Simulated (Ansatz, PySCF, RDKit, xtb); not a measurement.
# Solving BSi2H6ClO, step by step, part 2 of 2

Given the formula BSi2H6ClO and nothing else, which arrangement of the atoms is the most stable in the gas at 298.15 K, and what are its properties?

xtb, Ansatz and PySCF; isolated molecules.

### Step 11. c536a at CCSD(T)/def2-SVP

input.yaml reads:

```yaml
crystal:
  periodic: [false, false, false]
  atoms:
    - symbol: B
      position_ang: [-2.401461, 1.100944, 1.096266]
    - symbol: Cl
      position_ang: [1.289540, 0.206296, -0.351688]
    - symbol: O
      position_ang: [-1.249777, 1.595383, 0.592588]
    - symbol: Si
      position_ang: [-0.414145, 1.292847, -0.838091]
    - symbol: Si
      position_ang: [-1.660453, -0.004018, -2.349726]
    - symbol: H
      position_ang: [-3.055332, 0.306585, 0.451195]
    - symbol: H
      position_ang: [-2.757202, 1.474867, 2.187176]
    - symbol: H
      position_ang: [0.020405, 2.615036, -1.350543]
    - symbol: H
      position_ang: [-1.901928, -1.352217, -1.765572]
    - symbol: H
      position_ang: [-2.959978, 0.653761, -2.670433]
    - symbol: H
      position_ang: [-0.854029, -0.138310, -3.597459]
basis:
  gaussian:
    orbitals: def2-SVP
correlation:
  method: ccsd_t
  frozen_orbitals: {B: 1, Cl: 5, O: 1, H: 0, Si: 5}
```

Started as:

```console
ansatz run input.yaml --threads 2 --pin off --max-ram 4350MiB --events-out events.jsonl --progress --plain --runs-dir runs
```

What it wrote, cut to the lines that bear on the results:

```text
Warning: RAYON_NUM_THREADS=2 ignored (pool sized by the plan → 2); use --threads N
Functional definition: HF
  name "HF"
[...]
1072 factors; integrals over basis functions are off by at most 1.1e-3 eV
[...]
mean field -31024.32944115 eV, -1140.1230779165 hartree, gradient 1.7e-6 eV, S^2 0.000000; 0 other end points of the search recorded, 0 dependent functions left out
17 core orbitals not correlated: weight in the atoms' cores, before any rotation towards them, 1.000 or more for the frozen orbitals, at most 0.000 for the correlated occupied ones
reference -31024.32944115 eV, -1140.1230779165 hartree; 15, 15 occupied and 80, 80 virtual orbitals, 1072 factors
second order -16.14656413 eV of doubles, -0.00000000 eV of singles
cycle   1  -17.26046692 eV  change    -1.1e0 eV  update   1.1e-1
[...]
cycle   9  -17.89510904 eV  change   -3.4e-5 eV  update   2.0e-5
perturbative correction -0.44442676 eV, -0.0163323820 hartree
Total energy: -31042.66897694 eV, -1140.7970434259 hartree
```

It took 12 s on 2 threads of Intel Xeon Platinum 8488C (Sapphire Rapids), shared host; peak memory 0.49 GiB.

### Step 12. Putting it together

Energies in kcal/mol from c028b; G adds the thermal terms to the CCSD(T)/def2-SVP + MP2/def2-TZVPP - MP2/def2-SVP energy. The columns left of the relaxed level are at the tight-binding geometries.

| label | SMILES | spin | GFN2-xTB | HF/STO-3G | r2SCAN-D4/def2-SVP | B3LYP-D3(BJ)/def2-SVP | HF/def2-SVP | MP2/def2-SVP | CCSD(T)/def2-SVP + MP2/def2-TZVPP - MP2/def2-SVP | G | share at equilibrium | T1 |
| --- | --- | --- | --- | --- | --- | --- | --- | --- | --- | --- | --- | --- |
| c028b | [SiH3][SiH2]OBCl | singlet | 0.0 | 0.0 | 0.0 | 0.0 | 0.0 | 0.0 | 0.0 | 0.0 | 56.4 % | 0.013 |
| c536a | BO[Si@H]([SiH3])Cl | singlet | -1.4 | 3.5 | 5.3 | 4.1 | 2.4 | 4.4 | -0.1 | 0.2 | 42.1 % | 0.013 |
| c173a | [SiH3]OB([SiH3])Cl | singlet | 2.4 | 6.5 | 4.5 | 4.5 | 3.2 | 2.8 | 2.9 | 2.1 | 1.5 % | 0.014 |

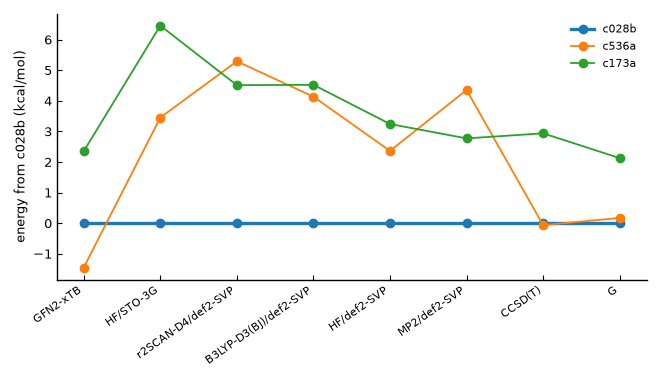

The finalists at each level, measured from c028b.

Lowest found: c028b, `[SiH3][SiH2]OBCl`, a singlet of point group Cs. Bond lengths: B1–Cl2 1.789 Å, B1–O3 1.332 Å, O3–Si5 1.699 Å, Si4–Si5 2.355 Å, Si4–H6 1.489 Å, Si4–H7 1.489 Å, Si4–H8 1.497 Å, Si5–H9 1.489 Å, Si5–H10 1.489 Å, B1–H11 1.201 Å. Some angles: Cl2–B1–O3 121.0°, B1–O3–Si5 141.2°, O3–Si5–Si4 114.5°, Cl2–B1–H11 117.5°, O3–B1–H11 121.5°, O3–Si5–H9 105.8°, O3–Si5–H10 105.9°, Si4–Si5–H9 110.7°, Si4–Si5–H10 110.7°, Si5–Si4–H6 111.4°.

```xyz
11

B     2.6256   -0.7173   -1.0297
Cl    3.6784   -0.3884    0.3788
O     1.3192   -0.9258   -0.8761
Si    0.9164   -0.6599    2.5184
Si    0.1233   -1.0043    0.3279
H     1.9056   -1.7019    2.9081
H     1.4960    0.7017    2.6793
H    -0.2815   -0.7794    3.4075
H    -0.4955   -2.3527    0.1988
H    -0.8876    0.0275   -0.0341
H     3.1415   -0.7426   -2.1144
```

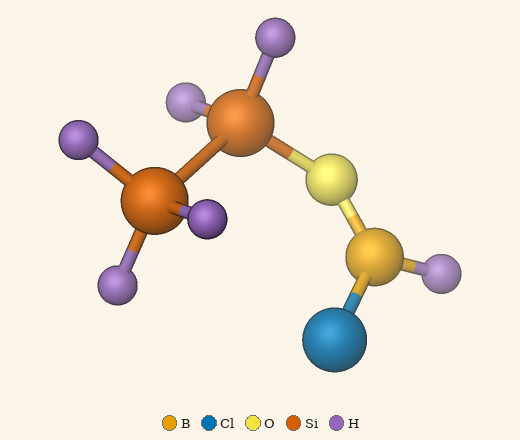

The lowest structure found, seen from a chosen angle (boron amber, chlorine blue, oxygen yellow, silicon orange, hydrogen purple).

### Step 13. Density, orbitals and dipole (PBE0/def2-SVPD)

input.yaml reads:

```yaml
crystal:
  periodic: [false, false, false]
  atoms:
    - {symbol: B, position_ang: [2.625590, -0.717323, -1.029679]}
    - {symbol: Cl, position_ang: [3.678439, -0.388373, 0.378791]}
    - {symbol: O, position_ang: [1.319246, -0.925828, -0.876072]}
    - {symbol: Si, position_ang: [0.916387, -0.659943, 2.518363]}
    - {symbol: Si, position_ang: [0.123325, -1.004332, 0.327943]}
    - {symbol: H, position_ang: [1.905563, -1.701860, 2.908136]}
    - {symbol: H, position_ang: [1.496004, 0.701670, 2.679309]}
    - {symbol: H, position_ang: [-0.281478, -0.779445, 3.407521]}
    - {symbol: H, position_ang: [-0.495505, -2.352658, 0.198811]}
    - {symbol: H, position_ang: [-0.887577, 0.027545, -0.034079]}
    - {symbol: H, position_ang: [3.141536, -0.742583, -2.114376]}
basis:
  gaussian: {orbitals: def2-SVPD}
hamiltonian: {xc: {name: PBE0}}
output: {forces: true, orbitals: {seedname: orbitals}}
```

Started as:

```console
ansatz run input.yaml --threads 2 --pin off --max-ram 4350MiB --events-out events.jsonl --progress --plain --runs-dir runs
```

What it wrote, cut to the lines that bear on the results:

```text
Warning: RAYON_NUM_THREADS=2 ignored (pool sized by the plan → 2); use --threads N
Functional definition: PBE0
  name "PBE0"
[...]
1599 factors; integrals over basis functions are off by at most 1.0e-3 eV
[...]
mean field -31077.48855295 eV, -1142.0766392427 hartree, gradient 1.5e-5 eV, S^2 0.000000; 0 other end points of the search recorded, 0 dependent functions left out
[...]
Atom 6 at     1.496004     0.701670     2.679309 Å, force     0.019387     0.040910     0.008815 eV/Å
Atom 7 at    -0.281478    -0.779445     3.407521 Å, force    -0.026599    -0.003589     0.010040 eV/Å
Atom 8 at    -0.495505    -2.352658     0.198811 Å, force    -0.005022    -0.042992    -0.029894 eV/Å
Atom 9 at    -0.887577     0.027545    -0.034079 Å, force    -0.017505     0.032396    -0.037270 eV/Å
Atom 10 at     3.141536    -0.742583    -2.114376 Å, force     0.030326     0.007632     0.022277 eV/Å
Dipole moment:    -0.256354    -0.038062     0.058451 e Å
```

Run time: 7.8 s. Hardware: 2 threads of Intel Xeon Platinum 8488C (Sapphire Rapids), shared host; peak memory 0.48 GiB.

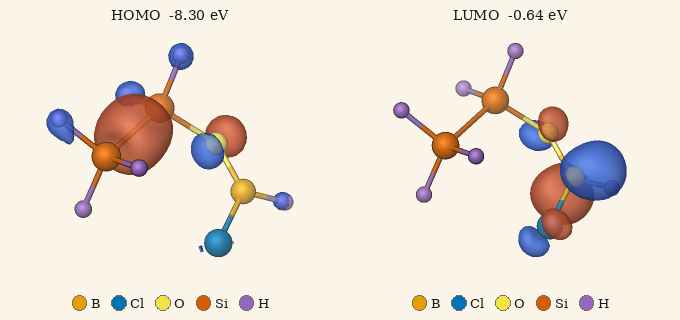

Frontier orbitals of this run, surfaces at ±0.2 Å^-3/2.

### Step 14. Frequencies after a tight-binding relaxation (GFN2-xTB)

start.xyz reads:

```xyz
11
c028b
B      2.625590    -0.717323    -1.029679
Cl     3.678439    -0.388373     0.378791
O      1.319246    -0.925828    -0.876072
Si     0.916387    -0.659943     2.518363
Si     0.123325    -1.004332     0.327943
H      1.905563    -1.701860     2.908136
H      1.496004     0.701670     2.679309
H     -0.281478    -0.779445     3.407521
H     -0.495505    -2.352658     0.198811
H     -0.887577     0.027545    -0.034079
H      3.141536    -0.742583    -2.114376
```

Started as:

```console
xtb start.xyz --gfn 2 --ohess tight
```

What it wrote, cut to the lines that bear on the results:

```text
[...]
         ::                     SUMMARY                     ::
         :::::::::::::::::::::::::::::::::::::::::::::::::::::
         :: total energy             -16.501581602905 Eh    ::
         :: gradient norm              0.000157106158 Eh/a0 ::
         :: HOMO-LUMO gap              3.967960966904 eV    ::
         ::.................................................::
         :: SCC energy               -16.603282572302 Eh    ::
         :: -> isotropic ES            0.072618565909 Eh    ::
         :: -> anisotropic ES         -0.004720732087 Eh    ::
         :: -> anisotropic XC         -0.003948697931 Eh    ::
         :: -> dispersion             -0.008366745532 Eh    ::
         :: repulsion energy           0.101700969397 Eh    ::
         :: add. restraining           0.000000000000 Eh    ::
         :: total charge              -0.000000000000 e     ::
         :::::::::::::::::::::::::::::::::::::::::::::::::::::
[...]
          | TOTAL ENERGY              -16.501581602927 Eh   |
          | TOTAL ENTHALPY            -16.433845376283 Eh   |
          | TOTAL FREE ENERGY         -16.477538239128 Eh   |
          | GRADIENT NORM               0.000157543219 Eh/α |
[...]
```

Run time: 0.41 s. Hardware: 2 threads of Intel Xeon Platinum 8488C (Sapphire Rapids), shared host; peak memory 0.44 GiB.

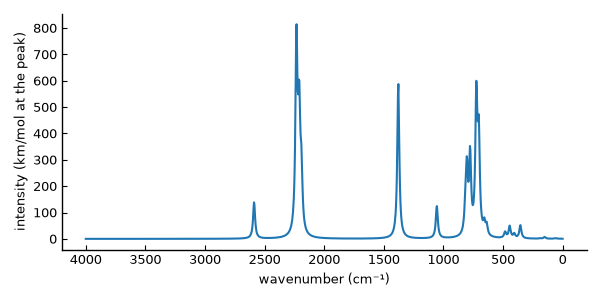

Harmonic infrared spectrum, unscaled, lines broadened by 10 cm⁻¹.

### Step 15. Electronic excitations (TD-B3LYP/def2-SVPD)

An in-house driver calls PySCF's response routines at TD-B3LYP/def2-SVPD; it has no typed input.

What it wrote:

```text
coarse grid: 10768 points
cycle   1  E = -1142.4233934902  dE =  1.706e-01  |g| = 6.916e-01  |ddm| = 4.211e+00
cycle   2  E = -1142.1731179872  dE =  2.503e-01  |g| = 1.321e+00  |ddm| = 1.925e+00
cycle   3  E = -1142.5111952911  dE = -3.381e-01  |g| = 1.123e-01  |ddm| = 1.330e+00
cycle   4  E = -1142.5141725519  dE = -2.977e-03  |g| = 4.468e-02  |ddm| = 2.560e-01
cycle   5  E = -1142.5147485456  dE = -5.760e-04  |g| = 8.443e-03  |ddm| = 7.837e-02
cycle   6  E = -1142.5147685873  dE = -2.004e-05  |g| = 1.813e-03  |ddm| = 1.770e-02
cycle   7  E = -1142.5147696084  dE = -1.021e-06  |g| = 1.964e-04  |ddm| = 3.622e-03
final grid: 90248 points
cycle   8  E = -1142.6558787752  dE = -1.672e-05  |g| = 1.904e-03  |ddm| = 6.088e-02
cycle   9  E = -1142.6558787406  dE =  3.459e-08  |g| = 1.970e-03  |ddm| = 6.362e-03
cycle  10  E = -1142.6558796530  dE = -9.124e-07  |g| = 3.314e-04  |ddm| = 3.016e-03
cycle  11  E = -1142.6558796733  dE = -2.029e-08  |g| = 1.406e-04  |ddm| = 4.917e-04
cycle  12  E = -1142.6558796770  dE = -3.675e-09  |g| = 3.978e-05  |ddm| = 1.820e-04
cycle  13  E = -1142.6558796774  dE = -4.379e-10  |g| = 8.150e-06  |ddm| = 7.022e-05
converged SCF energy = -1142.6558796774

Static polarisability (au): isotropic 88.859, principal 72.081 96.019 98.477

Singlet excitations
state   eV       nm        f      main configurations
  1   6.2210    199.3   0.00368   H->L 0.95
  2   6.4618    191.9   0.03093   H->L+1 0.97
  3   6.6472    186.5   0.00079   H-1->L 0.96
  4   7.2149    171.8   0.00459   H-2->L 0.52, H-1->L+1 0.34, H->L+4 0.11
  5   7.2246    171.6   0.01717   H->L+2 0.86
  6   7.2659    170.6   0.00753   H->L+3 0.94
  7   7.3708    168.2   0.01662   H-2->L+1 0.82
  8   7.4623    166.1   0.00178   H-3->L 0.83

Triplet excitations (Tamm-Dancoff, eV): 5.7963 5.9592 6.3696
```

It took 14 s on 2 threads of Intel Xeon Platinum 8488C (Sapphire Rapids), shared host; peak memory 0.71 GiB.

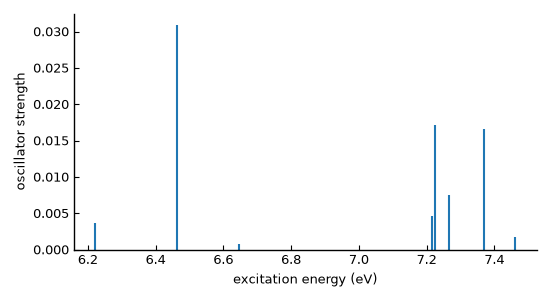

Vertical excitations as sticks.

The roots found:

```csv
excited state,energy (eV),strength
1,6.221,0.0037
2,6.462,0.0309
3,6.647,0.0008
4,7.215,0.0046
5,7.225,0.0172
6,7.266,0.0075
7,7.371,0.0166
8,7.462,0.0018
```

### Step 16. NMR shieldings (GIAO PBE0/pcSseg-1)

An in-house driver calls PySCF's response routines at GIAO PBE0/pcSseg-1; it has no typed input.

What it wrote:

```text
coarse grid: 10768 points
cycle   1  E = -1142.2991904261  dE =  1.915e-01  |g| = 6.564e-01  |ddm| = 2.878e+00
cycle   2  E = -1142.1457731879  dE =  1.534e-01  |g| = 1.118e+00  |ddm| = 1.177e+00
cycle   3  E = -1142.3748195019  dE = -2.290e-01  |g| = 1.013e-01  |ddm| = 8.338e-01
cycle   4  E = -1142.3771123848  dE = -2.293e-03  |g| = 3.432e-02  |ddm| = 1.455e-01
cycle   5  E = -1142.3773874078  dE = -2.750e-04  |g| = 6.054e-03  |ddm| = 3.895e-02
cycle   6  E = -1142.3773956522  dE = -8.244e-06  |g| = 1.866e-03  |ddm| = 7.454e-03
final grid: 90248 points
cycle   7  E = -1142.4132155235  dE = -1.714e-05  |g| = 7.949e-03  |ddm| = 1.448e-02
cycle   8  E = -1142.4131966078  dE =  1.892e-05  |g| = 1.287e-02  |ddm| = 1.253e-02
cycle   9  E = -1142.4132256354  dE = -2.903e-05  |g| = 7.664e-04  |ddm| = 8.473e-03
cycle  10  E = -1142.4132257385  dE = -1.031e-07  |g| = 1.236e-04  |ddm| = 8.030e-04
cycle  11  E = -1142.4132257424  dE = -3.914e-09  |g| = 2.702e-05  |ddm| = 1.664e-04
cycle  12  E = -1142.4132257426  dE = -1.828e-10  |g| = 1.138e-05  |ddm| = 3.825e-05
converged SCF energy = -1142.4132257426

GIAO shielding tensors (ppm)
atom      isotropic    diamagn.    paramagn.     s11        s22        s33       span
  0 B       63.862     192.256    -128.394     48.741     53.569     89.278     40.538
  1 Cl     737.022    1148.776    -411.754    437.639    863.696    909.729    472.090
  2 O      163.956     398.478    -234.522     28.458    121.531    341.880    313.422
  3 Si     454.691     880.121    -425.430    444.540    456.811    462.722     18.182
  4 Si     365.966     878.772    -512.806    291.983    351.510    454.406    162.423
  5 H       27.418      28.716      -1.298     24.016     26.551     31.687      7.671
  6 H       27.417      29.510      -2.093     24.009     26.554     31.688      7.679
  7 H       27.888      28.756      -0.868     24.763     25.189     33.713      8.950
  8 H       25.894      28.578      -2.684     22.352     24.760     30.569      8.217
  9 H       25.893      29.881      -3.987     22.357     24.752     30.570      8.213
 10 H       25.963      26.864      -0.901     22.530     25.014     30.343      7.812
```

It took 10 s on 2 threads of Intel Xeon Platinum 8488C (Sapphire Rapids), shared host; peak memory 0.79 GiB.

Isotropic shieldings, averaged over atoms that the bond graph makes equivalent (absolute, not shifts):

| atoms | shielding (ppm) |
| --- | --- |
| B1 | 63.9 |
| Cl2 | 737.0 |
| O3 | 164.0 |
| Si4 | 454.7 |
| Si5 | 366.0 |
| H6, H7, H8 | 27.57 |
| H9, H10 | 25.89 |
| H11 | 25.96 |

### Step 17. The cation at the same geometry (PBE0/def2-SVPD)

Changes to input.yaml since step 13:

```diff
@@ -15,4 +15,9 @@
 basis:
-  gaussian: {orbitals: def2-SVPD}
-hamiltonian: {xc: {name: PBE0}}
-output: {forces: true, orbitals: {seedname: orbitals}}
+  gaussian:
+    orbitals: def2-SVPD
+total_charge: 1
+magnetization:
+  spin_polarized: true
+  initial_magnetization: 1
+hamiltonian:
+  xc: {name: PBE0}
```

Started as:

```console
ansatz run input.yaml --threads 2 --pin off --max-ram 4350MiB --events-out events.jsonl --progress --plain --runs-dir runs
```

What it wrote, cut to the lines that bear on the results:

```text
Warning: RAYON_NUM_THREADS=2 ignored (pool sized by the plan → 2); use --threads N
[... 2 set-up lines as earlier in the session ...]
[...]
1504 factors; their error is unknown
[...]
mean field -31067.33768051 eV, -1141.7036015608 hartree, gradient 3.3e-5 eV, S^2 0.754683; 5 other end points of the search recorded, 0 dependent functions left out
reference -31067.33772665 eV, -1141.7036032565 hartree; 32, 31 occupied and 134, 135 virtual orbitals, 1504 factors
Total energy: -31067.33772665 eV, -1141.7036032565 hartree
```

It took 19 s on 2 threads of Intel Xeon Platinum 8488C (Sapphire Rapids), shared host; peak memory 0.67 GiB.

Difference from the parent: 10.15 eV.

### Step 18. The anion at the same geometry (PBE0/def2-SVPD)

Changes to input.yaml since step 17:

```diff
@@ -17,3 +17,3 @@
     orbitals: def2-SVPD
-total_charge: 1
+total_charge: -1
 magnetization:
@@ -23 +23,3 @@
   xc: {name: PBE0}
+scf:
+  lower_state_search: off
```

Started as:

```console
ansatz run input.yaml --threads 2 --pin off --max-ram 4350MiB --events-out events.jsonl --progress --plain --runs-dir runs
```

What it wrote, cut to the lines that bear on the results:

```text
Warning: RAYON_NUM_THREADS=2 ignored (pool sized by the plan → 2); use --threads N
[... 2 set-up lines as earlier in the session ...]
[...]
1504 factors; their error is unknown
[...]
mean field -31076.58131297 eV, -1142.0432987884 hartree, gradient 6.5e-6 eV, S^2 0.752507; 0 other end points of the search recorded, 0 dependent functions left out
reference -31076.58135564 eV, -1142.0433003565 hartree; 33, 32 occupied and 133, 134 virtual orbitals, 1504 factors
Total energy: -31076.58135564 eV, -1142.0433003565 hartree
Checks for a lower state left out: stability, starts, cluster_reference, orbital_swaps, neighbouring_geometries, increment
```

Wall time 19 s (2 threads of Intel Xeon Platinum 8488C (Sapphire Rapids), shared host); peak memory 0.64 GiB.

Parent less the species with the added electron: -0.91 eV. The extra electron isn't bound at this geometry, so the number measures the basis, not the molecule.

### Step 19. The triplet at the same geometry (PBE0/def2-SVPD)

input.yaml reads:

```yaml
crystal:
  periodic: [false, false, false]
  atoms:
    - symbol: B
      position_ang: [2.625590, -0.717323, -1.029679]
    - symbol: Cl
      position_ang: [3.678439, -0.388373, 0.378791]
    - symbol: O
      position_ang: [1.319246, -0.925828, -0.876072]
    - symbol: Si
      position_ang: [0.916387, -0.659943, 2.518363]
    - symbol: Si
      position_ang: [0.123325, -1.004332, 0.327943]
    - symbol: H
      position_ang: [1.905563, -1.701860, 2.908136]
    - symbol: H
      position_ang: [1.496004, 0.701670, 2.679309]
    - symbol: H
      position_ang: [-0.281478, -0.779445, 3.407521]
    - symbol: H
      position_ang: [-0.495505, -2.352658, 0.198811]
    - symbol: H
      position_ang: [-0.887577, 0.027545, -0.034079]
    - symbol: H
      position_ang: [3.141536, -0.742583, -2.114376]
basis:
  gaussian: {orbitals: def2-SVPD}
magnetization: {spin_polarized: true, initial_magnetization: 2}
hamiltonian: {xc: {name: PBE0}}
```

Started as:

```console
ansatz run input.yaml --threads 2 --pin off --max-ram 4350MiB --events-out events.jsonl --progress --plain --runs-dir runs
```

What it wrote, cut to the lines that bear on the results:

```text
Warning: RAYON_NUM_THREADS=2 ignored (pool sized by the plan → 2); use --threads N
[... 2 set-up lines as earlier in the session ...]
[...]
1504 factors; their error is unknown
[...]
mean field -31071.75258029 eV, -1141.8658461355 hartree, gradient 2.1e-5 eV, S^2 2.004075; 6 other end points of the search recorded, 0 dependent functions left out
reference -31071.75263093 eV, -1141.8658479962 hartree; 33, 31 occupied and 133, 135 virtual orbitals, 1504 factors
Total energy: -31071.75263093 eV, -1141.8658479962 hartree
```

Wall time 19 s (2 threads of Intel Xeon Platinum 8488C (Sapphire Rapids), shared host); peak memory 0.66 GiB.

It lies 5.74 eV above the singlet.

### Step 20. Results

What follows sums up all 2 parts.

```
                                                        quantity                                                                     value
                                          lowest structure found                                             [SiH3][SiH2]OBCl, singlet, Cs
                                                   next finalist                     BO[Si@H]([SiH3])Cl, singlet, 0.2 kcal/mol higher in G
                       share at equilibrium, among the finalists                                                                    56.4 %
                                                          funnel  72 starts, 65 minima at GFN2-xTB, 18 screening runs, 6 relaxed, 3 ranked
                                            CPU time of all runs                                                                    59 min
harmonic wavenumbers, lowest and highest (B3LYP-D3(BJ)/def2-SVP)                                                          17 and 2661 cm⁻¹
                             rotational constants, same geometry                                            0.09943, 0.05598, 0.03675 cm⁻¹
                                  dipole moment (PBE0/def2-SVPD)                                                                    1.28 D
                                    HOMO energy (PBE0/def2-SVPD)                                                                  -8.30 eV
                                    LUMO energy (PBE0/def2-SVPD)                                                                  -0.64 eV
                                  HOMO–LUMO gap (PBE0/def2-SVPD)                                                                   7.66 eV
                          lowest excitation (TD-B3LYP/def2-SVPD)                                                       6.22 eV (f = 0.004)
                    strongest of the states computed, same level                                                       6.46 eV (f = 0.031)
             lowest triplet excitation, same level, Tamm-Dancoff                                                                   5.80 eV
                                      vertical ionisation energy                                                                  10.15 eV
                                      vertical electron affinity                        -0.91 eV (unbound: the value depends on the basis)
                                   vertical triplet less singlet                                                                  +5.74 eV
```

**Reading.** The lowest structure found is `[SiH3][SiH2]OBCl`. Its margin of 0.2 kcal/mol is inside the likely error of CCSD(T)/def2-SVP + MP2/def2-TZVPP - MP2/def2-SVP with harmonic terms (about 1.5 kcal/mol), so the order of the first two is not settled. The thermal terms turn the order: in electronic energy alone `BO[Si@H]([SiH3])Cl` is lowest. With modes this soft, harmonic terms can't settle so small a difference. HF/STO-3G, r2SCAN-D4/def2-SVP, B3LYP-D3(BJ)/def2-SVP, HF/def2-SVP and MP2/def2-SVP already put its bonding pattern lowest among the structures in one piece; GFN2-xTB favours the singlet BO[SiH2][SiH2]Cl (c753, not a finalist). The largest share of the time went into the relaxations (37 %). 6 minima inside the window were never screened. Lowest found is not proven lowest: the search is finite, and each finalist counts with one conformer. Patterns outside the rules of the enumeration were met only by chance. The lowest isomer need not be the one that is made and kept in a bottle, which depends on barriers.
